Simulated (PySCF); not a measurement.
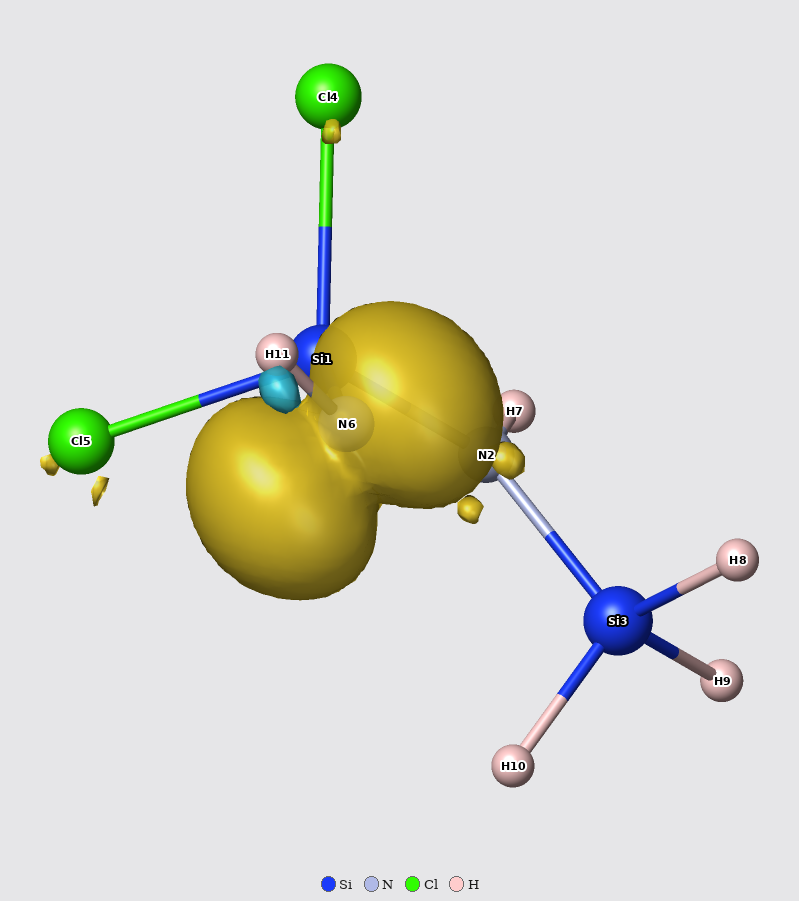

The picture shows: Cl2H5N2Si2 (SMILES [NH][Si](Cl)(Cl)N[SiH3]) (doublet). Isosurfaces of the spin density at +0.04 (yellow) and −0.04 e/Å³ (cyan), seen at an oblique angle.

Geometry: PBE0-D3(BJ)/def2-SVP.

Method: UKS B3LYP, IGLO-III on Cl N Si, pcH-1 on H, non-relativistic, mean-field spin-orbit, GIAO (PySCF 2.14.0, density-fitted response routines).

```yaml
atoms:
  - { symbol: Si, position_ang: [0.7501, -0.8838, -0.9584] }
  - { symbol: N, position_ang: [-0.7470, -0.0934, -0.8086] }
  - { symbol: Si, position_ang: [-1.2917, 0.8150, 0.5994] }
  - { symbol: Cl, position_ang: [0.5017, -2.7421, -1.8142] }
  - { symbol: Cl, position_ang: [2.1233, 0.1304, -2.1163] }
  - { symbol: N, position_ang: [1.4155, -0.9221, 0.6506] }
  - { symbol: H, position_ang: [-1.4036, -0.1648, -1.5801] }
  - { symbol: H, position_ang: [-1.5959, -0.0665, 1.7634] }
  - { symbol: H, position_ang: [-2.5486, 1.4987, 0.1716] }
  - { symbol: H, position_ang: [-0.2816, 1.8323, 1.0036] }
  - { symbol: H, position_ang: [2.2007, -1.5694, 0.7838] }
```

Describe the spin distribution.

Answer. The unpaired spin (1 electron) lies mostly on N6 (about 0.8), in electrons by Hirshfeld's partition.
